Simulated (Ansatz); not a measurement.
**Hypothetical P6_3/mmc HgI2, response to strain**

The reference is HgI$_{2}$ in the 2H-MoS2 type structure (space group P6_3/mmc, No. 194; a = 4.155 Å, c = 14.393 Å; a hypothetical phase, not in the database extracts checked). Axes: x lies along a and z along c of the hexagonal cell.

Strains are applied to the cell and any free atomic positions relax; under biaxial strain the out-of-plane vector relaxes too.

Method: plane-wave PAW DFT at the r2SCAN+rVV10 level (Ansatz, an electronic-structure program, 500 eV), no SOC.

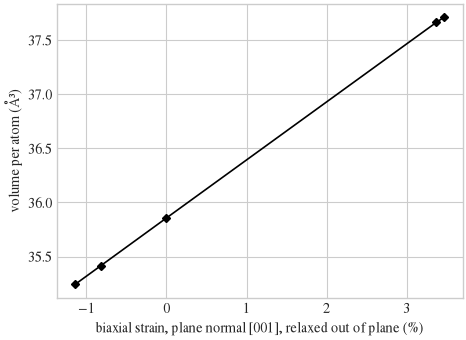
Figure: Volume per atom against biaxial strain, plane normal [001], relaxed out of plane

```csv
"biaxial strain, plane normal [001], relaxed out of plane (%)",volume per atom
-1.14,35.24 Å³
-0.82,35.42 Å³
3.37,37.66 Å³
3.47,37.71 Å³
```

No phonon test of stability was made.
